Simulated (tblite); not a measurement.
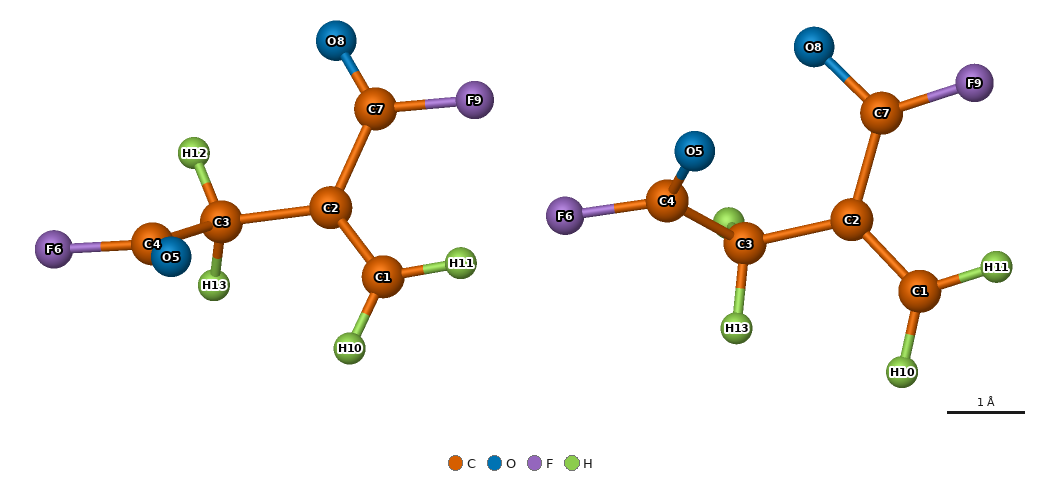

Two geometries of C5H4F2O2, drawn at one scale. One is the start of a relaxation, the other its converged end. The picture is a ball-and-stick view, seen face on.

The calculation used GFN2-xTB geometry optimisation, gas phase (tblite). 

Q: Which geometry has the lower energy?

A: The left one is the relaxed one. Over 147 geometry steps the energy falls by 85.2 kJ/mol. The largest move after the best rigid fit is that of O5, 1.42 Å. By element the largest moves are O 1.42 Å, H 1.08 Å, F 0.61 Å, C 0.60 Å. Among the contacts that change: C7–O8 1.267 → 1.185 Å, C4–O5 1.255 → 1.177 Å, C7–F9 1.334 → 1.358 Å, C3–H13 1.118 → 1.095 Å. Among the angles between lasting bonds that change: C2–C7–O8 116.8° → 128.1°, C2–C7–F9 123.7° → 112.5°, C3–C4–O5 120.0° → 130.6°. Groups turn about C2–C3 by about 70°.
